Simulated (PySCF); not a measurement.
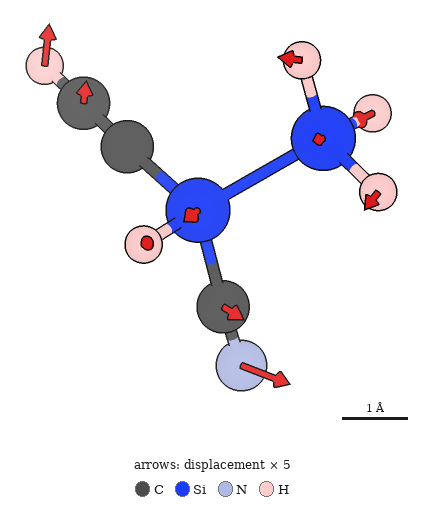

This is a relaxation of C$_{3}$H$_{5}$NSi$_{2}$. The starting structure is drawn; red arrows show the displacements, magnified 5 times. The two geometries are superimposed by the best rigid fit.

A ball-and-stick model, seen at a tilt.

The start comes from GFN2-xTB.

Method: PBE0-D3(BJ)/def2-SVP geometry optimisation, gas phase (PySCF). 

Q: Describe the change and its energy.

A: The N atom moves most after the best rigid fit: 0.18 Å. By element the largest moves are N 0.18 Å, H 0.14 Å, C 0.09 Å, Si 0.08 Å. Near-neighbour distances that change, for instance: H–Si 1.463 → 1.492 Å, Si–Si 2.317 → 2.346 Å, C–Si 1.851 → 1.826 Å, C–H 1.052 → 1.076 Å. Bond angles that change, for instance: C–Si–C 102.4° → 108.1°, Si–Si–H 118.5° → 113.1°, C–Si–H 107.1° → 110.6°. After 6 geometry steps the energy has fallen by 2.98 kcal/mol. The largest force component goes from 1.7 to 0.018 eV/Å. The run took roughly 28 core-seconds on a shared host.
